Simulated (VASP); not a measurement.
Band structure of Hf (hcp). Calculation: r2SCAN meta-GGA, VASP's PBE PAW potentials (set 64) (plane waves; VASP 6.6.1).

Unless said otherwise, spin-orbit coupling is left out, though it shifts the bands of the heavy elements here.

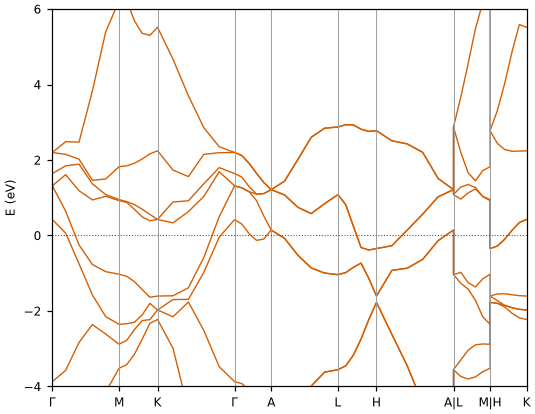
Figure. Bands along high-symmetry lines, zero at the valence-band maximum or, without a gap, the Fermi level

### Question
Read the plot: is there a gap, and where are the band edges?

### Answer
It has no gap at this level: it comes out as a metal or semimetal.

The compound is Hf in the hcp structure. It was relaxed first.
